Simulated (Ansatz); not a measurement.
# ClFGaH3: two geometries relaxed, part 2 of 2

Aim: relax the geometries before and after the reaction (ligand exchange), and see whether they are two minima and how far apart in energy. Meant to form: Ga1–F5, H6–Cl2; to break: Ga1–Cl2, H6–F5. The start is a guess near the saddle point, from which both ends are pulled out.

Ansatz 0.2.0; RKS PBE0/def2-SVP. The steps go on from the part before.

## 5. Relaxing end B

It starts where the restrained run ended.

File input.yaml:

```yaml
crystal:
  periodic: [false, false, false]
  atoms:
    - { symbol: Ga, position_ang: [0.021528, -0.374473, -0.50095] }
    - { symbol: Cl, position_ang: [0.019655, -0.071745, 2.920733] }
    - { symbol: H, position_ang: [1.43833, 0.180506, -0.836941] }
    - { symbol: H, position_ang: [-1.421556, 0.129094, -0.80521] }
    - { symbol: F, position_ang: [0.058623, -1.908296, 0.313799] }
    - { symbol: H, position_ang: [0.02942, -1.266586, 2.328269] }
basis:
  gaussian: { orbitals: def2-SVP }
hamiltonian:
  xc: pbe0
relax:
  f_tol: 0.03
  max_steps: 50
```

Started as:

```console
> ansatz run input.yaml --threads 1 --pin off --max-ram 2048MiB --backend cpu --events-out ev --progress --plain --runs-dir out
```

Log, cut to the lines that bear on the results:

```text
Warning: RAYON_NUM_THREADS=1 ignored (pool sized by the plan → 1); use --threads N
[...]
Functional definition: PBE0
[...]
819 factors; integrals over basis functions are off by at most 3.7e-4 eV
[...]
mean field -67640.84789386 eV, -2485.7553114859 hartree, gradient 1.4e-5 eV, S^2 0.000000; 0 other end points of the search recorded, 0 dependent functions left out
[...]
reference -67640.84792242 eV, -2485.7553125356 hartree; 30, 30 occupied and 49, 49 virtual orbitals, 819 factors
relax step   1: F+E_penalty+E_count = -67640.84789386 eV  Δ(F+E_penalty+E_count) = +0.000e0 eV  max|allowed force component| = 1.052e0 eV/Å  Δτ_max = 0.0000 Å  (25 SCF iters, accepted)
[...]
relax step   4: F+E_penalty+E_count = -67641.02023753 eV  Δ(F+E_penalty+E_count) = +5.117e-3 eV  max|allowed force component| = 7.802e-1 eV/Å  Δτ_max = 0.1947 Å  (28 SCF iters, rejected (line search))
[...]
relax step   7: F+E_penalty+E_count = -67641.06122280 eV  Δ(F+E_penalty+E_count) = -7.260e-3 eV  max|allowed force component| = 1.019e-1 eV/Å  Δτ_max = 0.0698 Å  (27 SCF iters, accepted)
[...]
relax step  10: F+E_penalty+E_count = -67641.07924980 eV  Δ(F+E_penalty+E_count) = -8.953e-3 eV  max|allowed force component| = 1.937e-1 eV/Å  Δτ_max = 0.0286 Å  (29 SCF iters, accepted)
[...]
relax step  11: F+E_penalty+E_count = -67641.08154972 eV  Δ(F+E_penalty+E_count) = -2.300e-3 eV  max|allowed force component| = 2.426e-1 eV/Å  Δτ_max = 0.0107 Å  (29 SCF iters, accepted)
[...]
relax step  12: F+E_penalty+E_count = -67641.24050141 eV  Δ(F+E_penalty+E_count) = -1.590e-1 eV  max|allowed force component| = 7.200e-1 eV/Å  Δτ_max = 0.1951 Å  (29 SCF iters, accepted)
[...]
819 factors; integrals over basis functions are off by at most 1.2e-3 eV
[...]
mean field -67640.41256438 eV, -2485.7393134225 hartree, gradient 6.1e-5 eV, S^2 0.000000; 0 other end points of the search recorded, 0 dependent functions left out
[...]
```

## 6. More of the same log: end point B relaxed

The log, continued, cut to the lines that bear on the results:

```text
reference -67640.41259067 eV, -2485.7393143888 hartree; 30, 30 occupied and 49, 49 virtual orbitals, 819 factors
relax step  13: F+E_penalty+E_count = -67640.41256438 eV  Δ(F+E_penalty+E_count) = +8.279e-1 eV  max|allowed force component| = 1.106e1 eV/Å  Δτ_max = 0.1954 Å  (27 SCF iters, rejected (line search))
[...]
relax step  19: F+E_penalty+E_count = -67641.47393303 eV  Δ(F+E_penalty+E_count) = -2.970e-3 eV  max|allowed force component| = 4.453e-2 eV/Å  Δτ_max = 0.0209 Å  (28 SCF iters, accepted)
[...]
relax step  20: F+E_penalty+E_count = -67641.47417895 eV  Δ(F+E_penalty+E_count) = -2.459e-4 eV  max|allowed force component| = 2.620e-2 eV/Å  Δτ_max = 0.0095 Å  (23 SCF iters, accepted)
821 factors; integrals over basis functions are off by at most 1.0e-3 eV
mean field -67641.47417895 eV, -2485.7783270386 hartree, gradient 1.6e-5 eV, S^2 0.000000; 1 other end points of the search recorded, 0 dependent functions left out
[...]
reference -67641.47420565 eV, -2485.7783280196 hartree; 30, 30 occupied and 49, 49 virtual orbitals, 821 factors
Total energy: -67641.47420565 eV, -2485.7783280196 hartree
Atom 0 at     0.012053     0.001266     0.018832 Å, force     0.000590    -0.020399     0.026205 eV/Å
Atom 1 at     0.015110     0.281172     2.242419 Å, force    -0.000224     0.007061    -0.005792 eV/Å
Atom 2 at     1.432183     0.132805    -0.599960 Å, force     0.003807    -0.001308    -0.001962 eV/Å
Atom 3 at    -1.416544     0.079942    -0.589351 Å, force    -0.003832    -0.001452    -0.001978 eV/Å
Atom 4 at     0.053439    -2.086136     0.732804 Å, force    -0.000472     0.013204    -0.013989 eV/Å
Atom 5 at     0.049760    -1.720548     1.614957 Å, force     0.000132     0.002896    -0.002485 eV/Å
Dipole moment:     0.001813    -0.131788    -0.157599 e Å
```

It took 63 s on 1 thread of Arm Neoverse V2, shared host; peak memory 0.16 GiB.

The steps of the relaxation:

```
step  energy from step 1 (eV)  largest force component (eV/Å)
   1                   0.0000                          1.0518
   2                  -0.0999                          0.6909
   3                  -0.1775                          0.5000
  4x                  -0.1723                          0.7802
   5                  -0.1997                          0.3657
   6                  -0.2061                          0.2404
   7                  -0.2133                          0.1019
   8                  -0.2161                          0.0571
   9                  -0.2224                          0.2552
  10                  -0.2314                          0.1937
  11                  -0.2337                          0.2426
  12                  -0.3926                          0.7200
 13x                   0.4353                         11.0589
  14                  -0.4966                          0.7285
  15                  -0.5765                          0.5934
 16x                  -0.5761                          0.7669
  17                  -0.6159                          0.1878
  18                  -0.6231                          0.2452
  19                  -0.6260                          0.0445
  20                  -0.6263                          0.0262
```

Step 1 is the start. 3 steps were tried and not accepted (marked x).

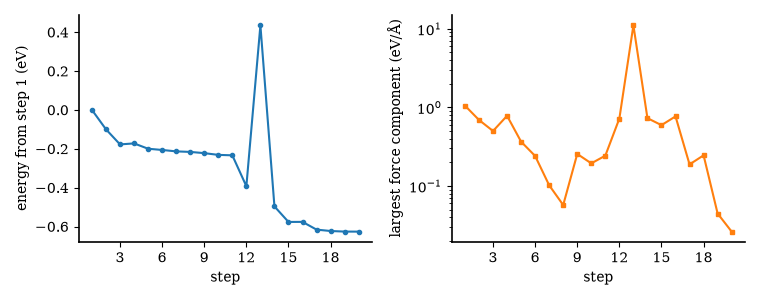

Energy and largest force along the relaxation.

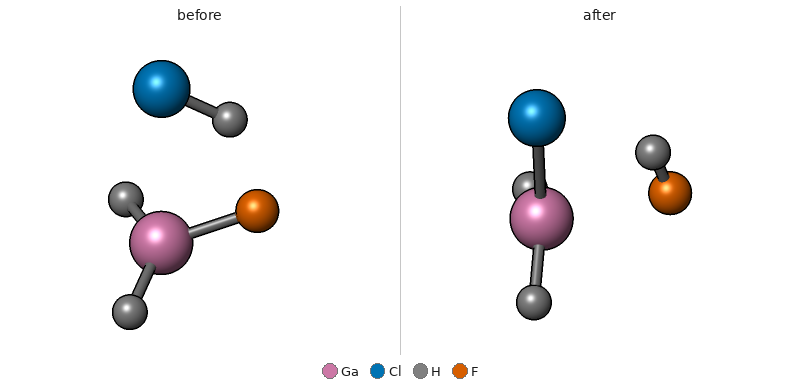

Before and after, at one scale.

After: Bond lengths: Ga1–Cl2 2.241 Å, Ga1–H3 1.555 Å, Ga1–H4 1.555 Å, F5–H6 0.955 Å. Angles: Cl2–Ga1–H3 112.5°, Cl2–Ga1–H4 112.5°, H3–Ga1–H4 132.8°.

Pairs that crossed the distance rule for bonds on the way: came closer Ga1–Cl2, F5–H6; moved apart Ga1–F5, Cl2–H6.

## 7. Results

This closing draws on all 2 parts.

```
                           quantity                     value
                              end A   6 moves, 0.255 eV lower
                              end B  16 moves, 0.626 eV lower
largest difference between the ends                    0.00 Å
            end B relative to end A                 +0.000 eV
```

What this shows: Both starts fell into the same minimum (no atom differs by more than 0.00 Å), so from this start no second minimum was found and no band was run; another arrangement could still be one.
